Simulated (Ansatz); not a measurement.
**One shape, several levels: CH7BSi (SMILES CB[SiH3])**

Wanted: a comparison of 6 runs (HF/3-21G, BHLYP/6-311+G**, PBE0/6-311+G**, revPBE/6-311+G**, wB97M-V/6-311+G**, CCSD(T)/6-311+G**) of CH7BSi. 

The results are computed with Ansatz 0.2.0.

65 further runs of the same task are left out: 65 set aside as unsound or not needed.

### 1 Starting point

CH7BSi has 10 atoms, charge 0, and is taken as a singlet. As SMILES, `CB[SiH3]`. The B2–H7 distance was set to 2.163 Å, away from the relaxed value. At this shape a bond of the SMILES string is far longer than usual.

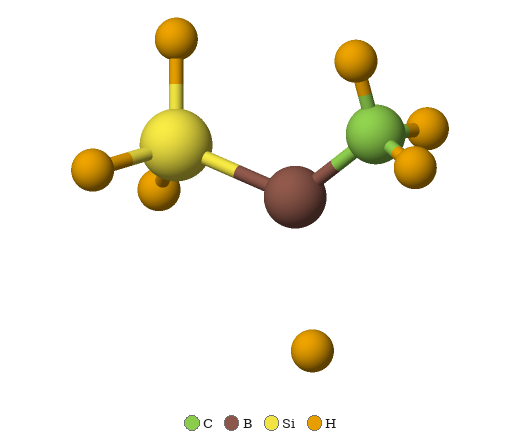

Viewed from a chosen angle; carbon green, boron brown, silicon yellow, hydrogen amber.

### 2 A single-point energy at HF/3-21G (run 1)

File run.yaml:

```yaml
crystal:
  periodic: [false, false, false]
  atoms:
    - {symbol: C, position_ang: [-1.411734, 1.205796, 0.298123]}
    - {symbol: B, position_ang: [-0.211834, 0.231096, 0.185123]}
    - {symbol: Si, position_ang: [0.690266, -0.652304, 1.759823]}
    - {symbol: H, position_ang: [-2.282234, 0.538296, 0.158823]}
    - {symbol: H, position_ang: [-1.481734, 1.942996, -0.504977]}
    - {symbol: H, position_ang: [-1.552434, 1.684896, 1.268423]}
    - {symbol: H, position_ang: [0.516800, -0.288200, -1.783700]}
    - {symbol: H, position_ang: [0.830366, -2.123304, 1.560523]}
    - {symbol: H, position_ang: [0.001066, -0.423404, 3.061723]}
    - {symbol: H, position_ang: [2.069866, -0.090004, 1.874323]}
basis:
  gaussian: {orbitals: 3-21G.json}
hamiltonian: {xc: hf}
accuracy: high
output: {orbitals: {seedname: orbitals}}
```

The basis set 3-21G is read from a file made from the Basis Set Exchange's data (not shown).

Started as:

```console
ansatz run run.yaml --threads 1 --pin off --max-ram 3480MiB --events-out events.jsonl --progress --plain --runs-dir runs
```

The program printed:

```text
Warning: RAYON_NUM_THREADS=1 ignored (pool sized by the plan → 1); use --threads N
Functional definition: HF
  name "HF"
  exchange = exact_x
  correlation = 0
1067 factors; integrals over basis functions are off by at most 6.0e-9 eV
mean field evaluation 1: about -9617.7887 eV, gradient 1.9e1 eV
mean field evaluation 2: about -9617.7824 eV, gradient 1.9e1 eV
mean field evaluation 4: about -9619.2141 eV, gradient 1.9e0 eV
mean field evaluation 8: about -9619.2323 eV, gradient 4.6e-5 eV
mean field -9619.23225925 eV, -353.5002653777 hartree, gradient 1.7e-8 eV, S^2 0.000000; 0 other end points of the search recorded, 0 dependent functions left out
reference -9619.23225925 eV, -353.5002653777 hartree; 16, 16 occupied and 29, 29 virtual orbitals, 1067 factors
Total energy: -9619.23225925 eV, -353.5002653777 hartree
```

It took 0.4 s on 1 thread of Arm Neoverse V2, shared host; peak memory 0.093 GiB.

### 3 The energy at BHLYP/6-311+G(d,p) (run 2)

File molecule.yaml:

```yaml
crystal:
  periodic: [false, false, false]
  atoms:
    - {symbol: C, position_ang: [-1.411734, 1.205796, 0.298123]}
    - {symbol: B, position_ang: [-0.211834, 0.231096, 0.185123]}
    - {symbol: Si, position_ang: [0.690266, -0.652304, 1.759823]}
    - {symbol: H, position_ang: [-2.282234, 0.538296, 0.158823]}
    - {symbol: H, position_ang: [-1.481734, 1.942996, -0.504977]}
    - {symbol: H, position_ang: [-1.552434, 1.684896, 1.268423]}
    - {symbol: H, position_ang: [0.516800, -0.288200, -1.783700]}
    - {symbol: H, position_ang: [0.830366, -2.123304, 1.560523]}
    - {symbol: H, position_ang: [0.001066, -0.423404, 3.061723]}
    - {symbol: H, position_ang: [2.069866, -0.090004, 1.874323]}
basis:
  gaussian:
    orbitals: 6-311+G_st__st_-spherical.json
hamiltonian:
  xc: {name: BHLYP}
accuracy: high
output: {orbitals: {seedname: orbitals}}
```

The basis set 6-311+G** is read from a file made from the Basis Set Exchange's data (not shown).

Started as:

```console
ansatz run molecule.yaml --threads 1 --pin off --max-ram 3480MiB --events-out events.jsonl --progress --plain --runs-dir runs
```

The program printed:

```text
Warning: RAYON_NUM_THREADS=1 ignored (pool sized by the plan → 1); use --threads N
Functional definition: BHLYP
  name "BHLYP"
  parameter a = 0.5
  exchange = (1 - a)*b88_x + a*exact_x
  correlation = lyp_c
2311 factors; integrals over basis functions are off by at most 6.6e-9 eV
mean field evaluation 1: about -9696.6954 eV, gradient 4.1e1 eV
mean field evaluation 2: about -9697.6888 eV, gradient 3.3e1 eV
mean field evaluation 4: about -9700.6617 eV, gradient 1.5e0 eV
mean field evaluation 8: about -9700.6685 eV, gradient 7.9e-3 eV
mean field evaluation 16: about -9700.6685 eV, gradient 1.7e-6 eV
mean field -9700.66850146 eV, -356.4929920795 hartree, gradient 8.0e-8 eV, S^2 0.000000; 0 other end points of the search recorded, 0 dependent functions left out
reference -9700.66853744 eV, -356.4929934016 hartree; 16, 16 occupied and 100, 100 virtual orbitals, 2311 factors
Total energy: -9700.66853744 eV, -356.4929934016 hartree
```

Wall time 9.6 s (1 thread of Arm Neoverse V2, shared host); peak memory 0.37 GiB.

Runs 3 to 5 aren't shown in full; the table further down has their settings and results.

### 4 The energy at CCSD(T)/6-311+G(d,p) (run 6)

Edit run.yaml of step 2 so:

```diff
@@ -14,5 +14,9 @@
 basis:
-  gaussian: {orbitals: 3-21G.json}
-hamiltonian: {xc: hf}
+  gaussian:
+    orbitals: 6-311+G_st__st_-spherical.json
+correlation:
+  method: ccsd_t
+  frozen_orbitals: {B: 1, C: 1, H: 0, Si: 5}
+scf:
+  omitted_lower_state_checks: [cluster_reference, increment]
 accuracy: high
-output: {orbitals: {seedname: orbitals}}
```

The basis set 6-311+G** is read from a file made from the Basis Set Exchange's data (not shown).

Started as:

```console
ansatz run run.yaml --threads 1 --pin off --max-ram 3480MiB --events-out events.jsonl --progress --plain --runs-dir runs
```

The program printed:

```text
Warning: RAYON_NUM_THREADS=1 ignored (pool sized by the plan → 1); use --threads N
[... 4 set-up lines as earlier in the session ...]
these checks for a lower state are left out or cut short: cluster_reference, increment
2311 factors; integrals over basis functions are off by at most 6.6e-9 eV
mean field evaluation 1: about -9669.3026 eV, gradient 2.7e1 eV
mean field evaluation 2: about -9669.3054 eV, gradient 2.7e1 eV
mean field evaluation 4: about -9671.8356 eV, gradient 3.0e0 eV
mean field evaluation 8: about -9671.8881 eV, gradient 1.4e-4 eV
mean field -9671.88806438 eV, -355.4353305246 hartree, gradient 8.8e-9 eV, S^2 0.000000; 0 other end points of the search recorded, 0 dependent functions left out; unrestricted orbitals would lower it
7 core orbitals not correlated: weight in the atoms' cores, before any rotation towards them, 1.000 or more for the frozen orbitals, at most 0.000 for the correlated occupied ones
reference -9671.88806438 eV, -355.4353305246 hartree; 9, 9 occupied and 100, 100 virtual orbitals, 2311 factors
second order -9.66095014 eV of doubles, -0.00000000 eV of singles
cycle   1  -10.76498520 eV  change    -1.1e0 eV  update   1.0e-1
cycle   2  -11.28945105 eV  change   -5.2e-1 eV  update   4.3e-2
cycle   3  -11.37635929 eV  change   -8.7e-2 eV  update   2.0e-2
cycle   4  -11.36408252 eV  change    1.2e-2 eV  update   7.1e-3
cycle   5  -11.36387158 eV  change    2.1e-4 eV  update   2.2e-3
cycle   6  -11.36386871 eV  change    2.9e-6 eV  update   7.1e-4
cycle   7  -11.36380774 eV  change    6.1e-5 eV  update   2.0e-4
cycle   8  -11.36392784 eV  change   -1.2e-4 eV  update   7.2e-5
cycle   9  -11.36394441 eV  change   -1.7e-5 eV  update   2.6e-5
cycle  10  -11.36393364 eV  change    1.1e-5 eV  update   1.2e-5
cycle  11  -11.36393834 eV  change   -4.7e-6 eV  update   6.6e-6
cycle  12  -11.36393604 eV  change    2.3e-6 eV  update   4.0e-6
cycle  13  -11.36393932 eV  change   -3.3e-6 eV  update   2.0e-6
cycle  14  -11.36393903 eV  change    2.9e-7 eV  update   7.2e-7
cycle  15  -11.36393860 eV  change    4.3e-7 eV  update   2.3e-7
cycle  16  -11.36393843 eV  change    1.6e-7 eV  update   1.0e-7
cycle  17  -11.36393842 eV  change    1.8e-8 eV  update   5.3e-8
cycle  18  -11.36393841 eV  change    2.0e-9 eV  update   3.6e-8
cycle  19  -11.36393856 eV  change   -1.4e-7 eV  update   1.7e-7
cycle  20  -11.36393862 eV  change   -6.0e-8 eV  update   5.4e-8
cycle  21  -11.36393867 eV  change   -4.7e-8 eV  update   2.2e-8
cycle  22  -11.36393869 eV  change   -2.1e-8 eV  update   7.9e-9
cycle  23  -11.36393869 eV  change   -4.1e-9 eV  update   2.7e-9
cycle  24  -11.36393869 eV  change  -8.2e-10 eV  update  8.8e-10
perturbative correction -0.39143155 eV, -0.0143848442 hartree
Total energy: -9683.64343462 eV, -355.8673324130 hartree
Checks for a lower state left out: cluster_reference, increment
```

Run time: 36 s. Hardware: 1 thread of Arm Neoverse V2, shared host; peak memory 1 GiB.

### 5 All runs side by side

```
run              level  frozen core orbitals  energy (Eh)  HOMO energy (eV)  LUMO energy (eV)  HOMO–LUMO gap (eV)  wall time
  1           HF/3-21G                     –  -353.500265             -8.97              1.66               10.64      0.4 s
  2    BHLYP/6-311+G**                     –  -356.492993             -7.84             -1.20                6.64      9.6 s
  3     PBE0/6-311+G**                     –  -356.323546             -6.94             -2.25                4.69        9 s
  4   revPBE/6-311+G**                     –  -356.467904             -5.91             -3.12                2.80      8.4 s
  5  wB97M-V/6-311+G**                     –  -356.456754             -8.93             -0.32                8.60       80 s
  6  CCSD(T)/6-311+G**                     7  -355.867332                 –                 –                   –       36 s
```

### 6 What came out

```
                                          quantity          value
                               run 6: total energy  -355.86733 Eh
run 6: correlation energy (7 core orbitals frozen)     -432.0 mEh
                             run 6: (T) correction     -14.38 mEh
                              run 6: T1 diagnostic          0.020
```

**Reading.** Over runs 1, 2, 3, 4, 5 the HOMO–LUMO gap runs from 2.80 eV (revPBE/6-311+G**) to 10.64 eV (HF/3-21G). The two ends differ in method and basis. Totals of different functionals can't be ranked against each other. In run 6 the log says that unrestricted orbitals would lower the reference, so the values rest on an unstable closed-shell determinant (other closed-shell runs at this shape may share the fault). All runs together took 2.4 min, the longest 80 s.
